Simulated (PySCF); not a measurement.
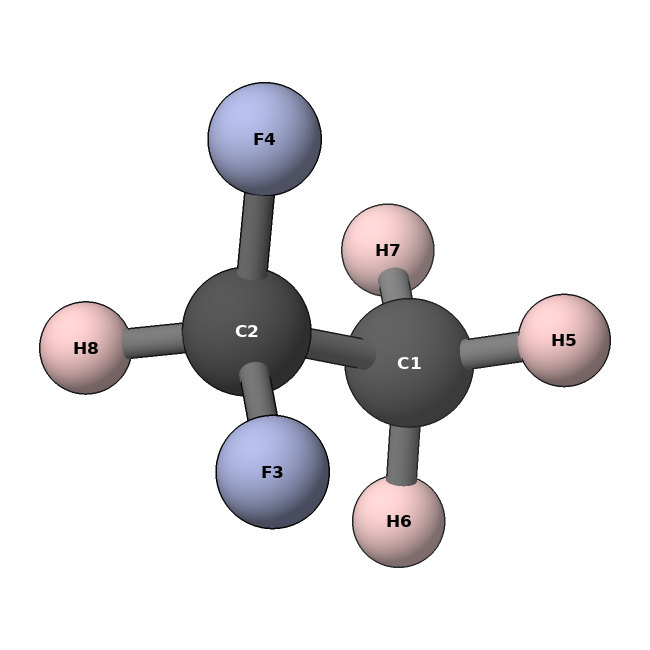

The computed structure is the end point of a PBE0-D3(BJ)/def2-SVP optimisation. No frequency run is at hand to confirm it as a minimum. Level of theory: PBE0/pcJ-1 indirect spin-spin coupling, non-relativistic, gas phase (PySCF 2.14.0). Isotopes: 13C, 19F, 1H.

Give the spin–spin coupling constants of these pairs, with the number of bonds between them: C1/C2, C2/H8, C1/F4, C1/H8, F3/F4, F4/H8, H5/H7, H6/H7, F3/H6, F3/H7, F4/H6, H7/H8.

```tsv
pair	bonds apart	J (Hz)
C1, C2	1	47.7
C2, H8	1	175.7
C1, F4	2	23.5
C1, H8	2	6.6
F3, F4	2	263.4
F4, H8	2	61.2
H5, H7	2	−14.6
H6, H7	2	−15.1
F3, H6	3	2.3
F3, H7	3	44.6
F4, H6	3	43.7
H7, H8	3	1.9
```

Density functionals are unreliable for couplings to fluorine, so those rows may be far off.
